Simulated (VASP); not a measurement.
Band structure of SnTe (rock salt). Level of theory: revTPSS meta-GGA, VASP's PBE PAW potentials (set 64) (plane waves; VASP).

Unless said otherwise, spin-orbit coupling is left out, though it shifts the bands of the heavy elements here.

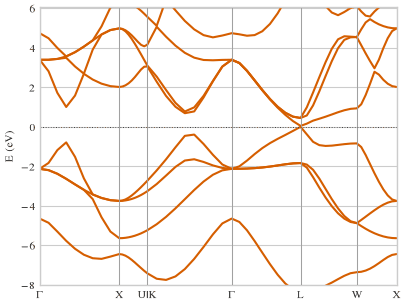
Figure: Bands along high-symmetry lines, zero at the valence-band maximum or, without a gap, the Fermi level

### Question
Read the plot: is there a gap, and where are the band edges?

### Answer
The gap is direct, 0.05 eV, from the valence maximum at L to the conduction minimum at L.

The compound is SnTe in the rock salt structure, which distorts at low temperature. The cell was not relaxed at this level.
